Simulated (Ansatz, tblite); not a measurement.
**Zn6S5 wurtzite ring sphere (Zn₆S₅Cl₂): spin-state energies by level**

Is the singlet the ground state of Zn6S5 wurtzite ring sphere (Zn₆S₅Cl₂)? Other spin states are computed and compared level by level.

Method: as each input shows; program: Ansatz 0.2.0, Gaussian basis.

The runs, in order: triplet, at the geometry of the singlet (GFN1-xTB, GFN2-xTB, PBE0-D4/def2-TZVP, PBE-D4/def2-TZVP); the singlet's energies come from earlier runs.

## 1. The structure

The singlet was relaxed beforehand with PBE-D4/def2-SVP.

13 atoms, charge 0, spin multiplicity 1.

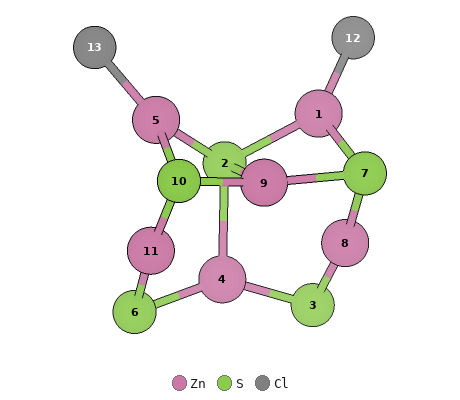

The structure; zinc pink, sulfur green, chlorine grey; atoms are numbered from 1 in the order of the file.

## 2. Triplet at the fixed geometry, GFN1-xTB

Tight binding, by tblite at 300 K electronic temperature and without a spin-polarisation term:

```python
tblite.interface.Calculator('GFN1-xTB', numbers, positions, charge=0, uhf=2).singlepoint()
```

Energy -871.5599 eV; 0.043 s.

## 3. Triplet at the fixed geometry, GFN2-xTB

Tight binding, by tblite at 300 K electronic temperature and without a spin-polarisation term:

```python
tblite.interface.Calculator('GFN2-xTB', numbers, positions, charge=0, uhf=2).singlepoint()
```

Energy -786.9530 eV; 0.063 s.

## 4. Triplet at the fixed geometry, PBE0-D4/def2-TZVP

Input file in.yaml:

```yaml
crystal:
  periodic: [false, false, false]
  atoms:
    - {symbol: Zn, position_ang: [0.703597, -2.081297, -1.153656]}
    - {symbol: S, position_ang: [-0.840900, -0.513856, -0.250657]}
    - {symbol: S, position_ang: [0.339303, -1.693941, 3.285891]}
    - {symbol: Zn, position_ang: [-0.812045, -0.033199, 2.330423]}
    - {symbol: Zn, position_ang: [-1.179118, 1.285602, -1.771569]}
    - {symbol: S, position_ang: [-1.735755, 1.982702, 2.613148]}
    - {symbol: S, position_ang: [2.758065, -1.101248, -0.315669]}
    - {symbol: Zn, position_ang: [1.639862, -1.497470, 1.592769]}
    - {symbol: Zn, position_ang: [1.269685, 0.635971, -0.423980]}
    - {symbol: S, position_ang: [0.599389, 2.746017, -1.012217]}
    - {symbol: Zn, position_ang: [-0.619606, 2.517887, 0.862246]}
    - {symbol: Cl, position_ang: [0.436799, -3.798526, -2.385728]}
    - {symbol: Cl, position_ang: [-2.559276, 1.551357, -3.371012]}
basis:
  gaussian: {orbitals: def2-TZVP, fitting: {mean_field: def2-universal-jkfit}}
magnetization: {spin_polarized: true, initial_magnetization: 2}
hamiltonian: {xc: pbe0, dispersion: d4}
scf: {omitted_lower_state_checks: [starts]}
output: {orbitals: {seedname: orbitals}}
```

The run is started by

```sh
> ansatz run in.yaml --threads 2 --pin off --events-out ev --progress --plain --max-ram 32768MiB --backend cuda --devices 0, --max-vram 18GiB
```

What it wrote:

```text
Functional definition: PBE0
  name "PBE0"
  cite "Adamo & Barone, J. Chem. Phys. 110, 6158 (1999) doi:10.1063/1.478522"
  cite "Perdew, Burke & Ernzerhof, Phys. Rev. Lett. 77, 3865 (1996) doi:10.1103/PhysRevLett.77.3865"
  parent pbe
  parameter a = 0.25
  parameter kappa = 0.804
  parameter beta = 0.06672455060314922
  exchange = (1 - a)*pbe_x(kappa = kappa, mu = beta*pi^2/3) + a*exact_x
  correlation = pbe_c(beta = beta)
these checks for a lower state are left out or cut short: starts
2480 factors; integrals over basis functions are off by at most 3.1e-1 eV
mean field evaluation 1: about -369673.6705 eV, gradient 7.0e1 eV
mean field evaluation 2: about -369623.4818 eV, gradient 1.6e2 eV
mean field evaluation 4: about -369684.3073 eV, gradient 2.2e1 eV
mean field evaluation 8: about -369687.6975 eV, gradient 2.3e0 eV
mean field evaluation 16: about -369687.7800 eV, gradient 4.6e-2 eV
mean field evaluation 32: about -369687.7802 eV, gradient 3.1e-4 eV
mean field -369687.78015252 eV, -13585.7753372276 hartree, gradient 1.2e-5 eV, S^2 2.010772; 0 other end points of the search recorded, 0 dependent functions left out
reference -369687.78020443 eV, -13585.7753391354 hartree; 148, 146 occupied and 399, 401 virtual orbitals, 2480 factors
Total energy: -369688.79859354 eV, -13585.8127642449 hartree
Checks for a lower state left out: starts
```

It took 20 s on 1 × H100 (card shared with other runs) with 2 threads of AMD EPYC 7R13, shared host; peak host memory 1.2 GiB.

HOMO -4.21 eV, LUMO -6.49 eV (over both spins; with the spin held, an empty level of the minority spin lies below the top filled one); ⟨S²⟩ 2.011 (pure: 2.00).

## 5. Triplet at the fixed geometry, PBE-D4/def2-TZVP

start.molden holds the orbitals of an earlier run on this state, given as this run's starting guess.

in.yaml, as its differences from that of step 4:

```diff
@@ -17,5 +17,5 @@
 basis:
-  gaussian: {orbitals: def2-TZVP, fitting: {mean_field: def2-universal-jkfit}}
+  gaussian: {orbitals: def2-TZVP, fitting: {mean_field: def2-universal-jkfit}, initial_orbitals: start.molden}
 magnetization: {spin_polarized: true, initial_magnetization: 2}
-hamiltonian: {xc: pbe0, dispersion: d4}
+hamiltonian: {xc: pbe, dispersion: d4}
 scf: {omitted_lower_state_checks: [starts]}
```

Launched as before.

What it wrote, shortened:

```text
Functional definition: PBE
  name "PBE"
  cite "Perdew, Burke & Ernzerhof, Phys. Rev. Lett. 77, 3865 (1996) doi:10.1103/PhysRevLett.77.3865"
  parent pbe
[...]
2480 factors; integrals over basis functions are off by at most 3.1e-1 eV
[...]
mean field -369678.65676179 eV, -13585.4400588022 hartree, gradient 2.6e-6 eV, S^2 2.004019; 0 other end points of the search recorded, 0 dependent functions left out
reference -369678.65683032 eV, -13585.4400613210 hartree; 148, 146 occupied and 399, 401 virtual orbitals, 2480 factors
Total energy: -369679.79387930 eV, -13585.4818471000 hartree
Checks for a lower state left out: starts
```

Run time: 25 s. Hardware: 1 × H100 (card shared with other runs) with 2 threads of AMD EPYC 7R13, shared host; peak host memory 1.2 GiB.

HOMO -3.55 eV, LUMO -6.84 eV (over both spins; with the spin held, an empty level of the minority spin lies below the top filled one); ⟨S²⟩ 2.004 (pure: 2.00).

## 6. Triplet less singlet, vertical

The singlet's energies are those of its earlier runs, whose logs aren't repeated here.

```
            level  triplet less singlet, vertical (eV)     time
         GFN1-xTB                               +3.399  0.071 s
         GFN2-xTB                               +2.836   0.11 s
 PBE-D4/def2-TZVP                               +3.090     35 s
PBE0-D4/def2-TZVP                               +3.383     28 s
```

Times add the two runs; a level without a time comes out of a correlated run. Tight binding without a spin term can't rank spin states.

## 7. Summary of results

```
                                                quantity                                   value
triplet less singlet, vertical, functionals in def2-TZVP  +3.090 (PBE-D4) to +3.383 eV (PBE0-D4)
```

In words: All functionals put the triplet above the singlet, over a spread of 0.293 eV. The checks for a lower triplet were left out, so another state of that spin may lie lower. These are electronic energies, without zero-point motion, entropy or surroundings.
